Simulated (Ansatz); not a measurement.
# revPBE/def2-SVPD (core potential) run of SnH3OF (SMILES [OH][SnH2][F])

Aim: the energy change on altering one bond length of SnH3OF at revPBE/def2-SVPD (core potential), from 2 runs. 

The calculation is run with Ansatz 0.2.0.

73 further runs of the same task are left out: 73 set aside as unsound or not needed.

**1. The system as given**

The species is SnH3OF (6 atoms), meant as a singlet with charge 0. As SMILES, `[OH][SnH2][F]`. The coordinates come from a PBE0-D4/def2-TZVP relaxation. This is one conformer, not always the lowest.

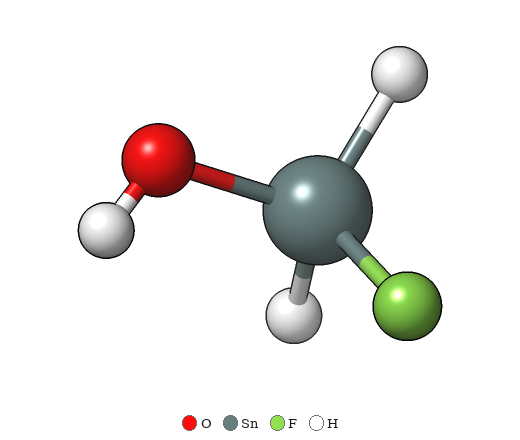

The structure, seen from a chosen angle (oxygen red, tin teal, fluorine green, hydrogen white).

**2. A single-point energy at revPBE/def2-SVPD (core potential)**

The input, molecule.yaml:

```yaml
basis:
  gaussian: {orbitals: def2-SVPD}
crystal:
  periodic: [false, false, false]
  atoms:
    - {symbol: O, position_ang: [-1.414400, -0.333000, -0.425000]}
    - {symbol: Sn, position_ang: [0.302300, 0.255900, 0.283700]}
    - {symbol: F, position_ang: [1.409100, -1.315100, 0.302100]}
    - {symbol: H, position_ang: [-1.368600, -0.685700, -1.316700]}
    - {symbol: H, position_ang: [1.096100, 1.317100, -0.782100]}
    - {symbol: H, position_ang: [0.017500, 0.696700, 1.891900]}
magnetization: {spin_polarized: false, initial_magnetization: 0}
hamiltonian: {xc: {name: revPBE}}
accuracy: high
output: {orbitals: {seedname: orbitals}}
```

Run with:

```
ansatz run molecule.yaml --threads 1 --pin off --max-ram 3480MiB --events-out events.jsonl --progress --plain --runs-dir runs
```

The log of the run:

```text
Warning: RAYON_NUM_THREADS=1 ignored (pool sized by the plan → 1); use --threads N
Functional definition: revPBE
  name "revPBE"
  parameter kappa = 1.245
  parameter beta = 0.06672455060314922
  exchange = pbe_x(kappa = kappa, mu = beta*pi^2/3)
  correlation = pbe_c(beta = beta)
2210 factors; integrals over basis functions are off by at most 2.9e-9 eV
mean field evaluation 1: about -10631.7826 eV, gradient 7.3e1 eV
mean field evaluation 2: about -10528.6946 eV, gradient 2.1e2 eV
mean field evaluation 4: about -10639.7479 eV, gradient 2.8e1 eV
mean field evaluation 8: about -10641.1521 eV, gradient 4.7e-1 eV
mean field evaluation 16: about -10641.1490 eV, gradient 4.0e-5 eV
mean field -10641.14904918 eV, -391.0550147274 hartree, gradient 6.5e-8 eV, S^2 0.000000; 0 other end points of the search recorded, 0 dependent functions left out
reference -10641.14905421 eV, -391.0550149122 hartree; 21, 21 occupied and 81, 81 virtual orbitals, 2210 factors
Total energy: -10641.14905421 eV, -391.0550149122 hartree
```

It took 7.8 s on 1 thread of Arm Neoverse V1, shared host; peak memory 0.28 GiB.

**3. The distorted shape at the same level**

The input, run.yaml:

```yaml
crystal:
  periodic: [false, false, false]
  atoms:
    - {symbol: O, position_ang: [-1.186559, -0.685642, -1.711567]}
    - {symbol: Sn, position_ang: [0.530141, -0.096742, -1.002867]}
    - {symbol: F, position_ang: [1.636941, -1.667742, -0.984467]}
    - {symbol: H, position_ang: [-1.140759, -1.038342, -2.603267]}
    - {symbol: H, position_ang: [1.323941, 0.964458, -2.068667]}
    - {symbol: H, position_ang: [0.017500, 0.696700, 1.891900]}
basis:
  gaussian:
    orbitals: def2-SVPD
hamiltonian:
  xc: {name: revPBE}
accuracy: high
output: {orbitals: {seedname: orbitals}}
```

Run with:

```
ansatz run run.yaml --threads 1 --pin off --max-ram 3480MiB --events-out events.jsonl --progress --plain --runs-dir runs
```

The log of the run, shortened:

```text
Warning: RAYON_NUM_THREADS=1 ignored (pool sized by the plan → 1); use --threads N
[... 6 set-up lines as earlier in the session ...]
2208 factors; integrals over basis functions are off by at most 3.3e-9 eV
mean field evaluation 1: about -10628.5834 eV, gradient 7.3e1 eV
mean field evaluation 2: about -10501.1327 eV, gradient 2.1e2 eV
mean field evaluation 4: about -10630.5538 eV, gradient 3.5e1 eV
mean field evaluation 8: about -10638.3184 eV, gradient 1.5e0 eV
mean field evaluation 16: about -10638.3315 eV, gradient 3.5e-3 eV
mean field -10638.33150356 eV, -390.9514718358 hartree, gradient 6.1e-8 eV, S^2 0.000000; 0 other end points of the search recorded, 0 dependent functions left out
reference -10638.33150926 eV, -390.9514720453 hartree; 21, 21 occupied and 81, 81 virtual orbitals, 2208 factors
Total energy: -10638.33150926 eV, -390.9514720453 hartree
```

It took 8.1 s on 1 thread of Arm Neoverse V1, shared host; peak memory 0.28 GiB.

**4. Outcome**

Level: revPBE/def2-SVPD (core potential).

| quantity | value |
| --- | --- |
| first shape: total energy | -391.05501 Eh |
| first shape: HOMO energy | -7.37 eV |
| first shape: LUMO energy | -1.61 eV |
| first shape: HOMO–LUMO gap | 5.77 eV |
| distorted shape: total energy | -390.95147 Eh |
| distorted shape: HOMO energy | -6.66 eV |
| distorted shape: LUMO energy | -4.82 eV |
| distorted shape: HOMO–LUMO gap | 1.85 eV |
| energy change with the Sn2–H6 bond stretched from 1.692 to 3.045 Å | 2.818 eV |

In words: One bond (distorted shape) is far stretched, which a spin-restricted single reference describes badly; a broken-symmetry solution may lie lower. With the Sn2–H6 bond stretched from 1.692 to 3.045 Å the energy rises by 2.82 eV (272 kJ/mol). The first shape isn't relaxed at this level, so the change isn't measured from a minimum. A restricted reference can't describe the breaking bond well at this length.
